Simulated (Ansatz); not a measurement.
Start from YN in the rock salt structure (space group Fm-3m, No. 225; a = 4.896 Å). Axes: x, y, z lie along the cube axes.

Modification: tensile biaxial strain of 1.25 % in the plane normal to [111], as in epitaxy on a mismatched substrate; the out-of-plane cell vector and the atoms relax.

Method: r2SCAN (Ansatz, an electronic-structure program, PAW, scalar-relativistic without spin-orbit coupling).

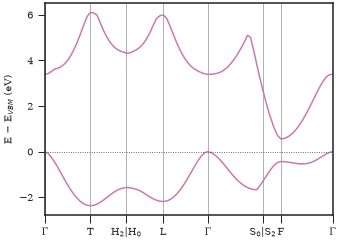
Highest valence and lowest conduction band along the path of the changed cell's own zone

**Question.** From the figure, how large is the changed gap, and is it direct?

**Answer.** About 0.6 eV, indirect, Γ → F.

Whether these cells are dynamically stable was not tested. k-point labels follow each cell's own Brillouin zone.
